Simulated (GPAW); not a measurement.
## WS2 (P6_3/mmc): refractive index against wavelength

The refractive index of WS2 (P6_3/mmc) along x below the direct gap (1.74 eV on the mesh) is read from one computed spectrum, n = √(Re ε). x, y and z are the Cartesian axes of the input cell.

Symmetry: P6_3/mmc, No. 194, hexagonal system. Conventional cell: a = 3.180 Å, b = 3.180 Å, c = 12.500 Å, α = 90.00°, β = 90.00°, γ = 120.00°. Around W on site c lie 6 S at 2.41 Å. Around S on site f lie 3 W at 2.41 Å.

Method: GPAW 26.7.0, PBE, RPA, k-mesh 12×12×3, local fields up to 50 eV, Lorentzian half width 0.15 eV.

Launch of the response step: `OMP_NUM_THREADS=1 python df.py`. The run took 3.1 min, its band step included, on 1 thread of AMD EPYC 9R45 (Zen 5), with other jobs on the host.

| wavelength (nm) | photon energy E (eV) | n |
| --- | --- | --- |
| 3000 | 0.413 | 3.5335 |
| 2000 | 0.620 | 3.5623 |
| 1550 | 0.800 | 3.5988 |
| 1310 | 0.946 | 3.6379 |
| 1064 | 1.165 | ? |

In the single-oscillator model n² − 1 = E₀E_d/(E₀² − E²), so 1/(n² − 1) = E₀/E_d − E²/(E₀E_d) is linear in E².

Working, on the rows shown:

| x = E² (eV²) | y = 1/(n² − 1) |
| --- | --- |
| 0.170801 | 0.0870654 |
| 0.384302 | 0.0855433 |
| 0.639837 | 0.0836725 |
| 0.895757 | 0.0817373 |

Means: x̄ = 0.52267, ȳ = 0.084505. Σ(x − x̄)(y − ȳ) = -0.002175, Σ(x − x̄)² = 0.2959. Slope = -0.002175 / 0.2959 = -0.00735; intercept = ȳ − slope · x̄ = 0.088346. Turned back into n, the line misses the rows shown by at most 0.00058.

Task: Predict the last column of the withheld row from the fit.

Result: At x = 1.3578 the line gives y = 0.078366, that is 3.7095. The run gave 3.7168, so the extrapolation is off by 0.0073, 4 % of the range in the table.

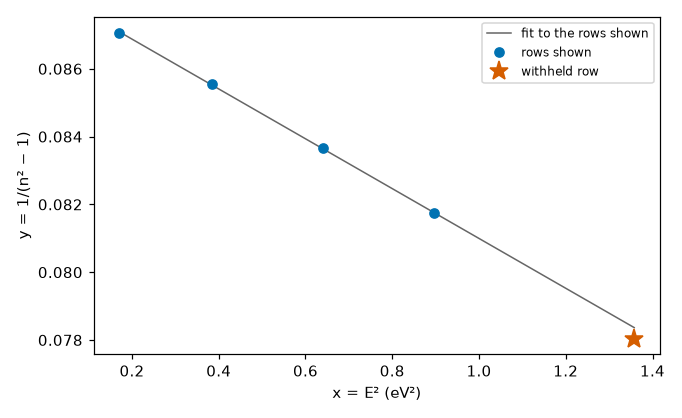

Refitted with all rows, the slope is -0.007608 and the intercept 0.088458. These give E₀ = √(intercept/−slope) = 3.41 eV and E_d = E₀/intercept = 38.5 eV; E₀ is 2.0 times the direct gap. The electronic limit at long wavelengths, without lattice vibrations, is n = √(1 + 1/intercept) = 3.508. The cell comes from an older database entry, whose edges can be off by a per cent or so. Excitons are left out; PBE gaps are as a rule too small. The values come from a sum over the points of one k-mesh and carry its error, which grows as the direct gap shrinks. This version of GPAW has incomplete matrix elements in the optical limit, which can lower ε − 1 by up to a tenth where first-row anions or d states rule. Spin-orbit coupling is left out.
